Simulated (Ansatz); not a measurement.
GaS (beta-GaS type, space group P6_3/mmc)

```
GaS
1.0
    3.59064     0.00000     0.00000
   -1.79532     3.10958     0.00000
    0.00000     0.00000    15.44873
Ga S
4 4
Direct
  0.33333   0.66667   0.17077
  0.66667   0.33333   0.67077
  0.66667   0.33333   0.82923
  0.33333   0.66667   0.32923
  0.33333   0.66667   0.60035
  0.66667   0.33333   0.10035
  0.66667   0.33333   0.39965
  0.33333   0.66667   0.89965
```

This relaxed cell (volume V₀) is scaled evenly in all directions, its shape held. The atoms relax within the cell's symmetry.

All values below come from PBE-D3(BJ) (plane waves to 420 eV, PAW, scalar-relativistic; Ansatz, a quantum-chemistry and plane-wave program). k mesh 11×11×3 (Γ-centred), Fermi-Dirac smearing 0.05 eV. The energy includes the smearing's −TS. With the shape held, the modulus is that of even scaling; a crystal free to change shape is softer. GaS was relaxed with its symmetry unable to fall. ΔE is measured from the relaxed starting cell.

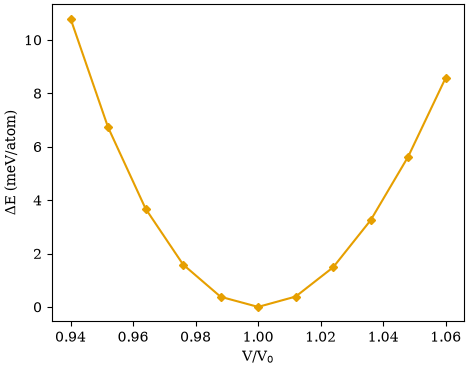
ΔE (meV/atom) against V/V₀; computed points joined by lines.

Question: What bulk modulus at fixed cell shape B₀ follows from a third-order Birch-Murnaghan fit?

Answer: About 40 GPa.

Question: What is ΔE at V/V₀ = 1.060?

Answer: About 8.6 meV/atom.

Question: What is ΔE at V/V₀ = 0.940?

Answer: About 11 meV/atom.

(Under strain, the slope of the energy per volume gives the stress and its curvature an elastic modulus.)
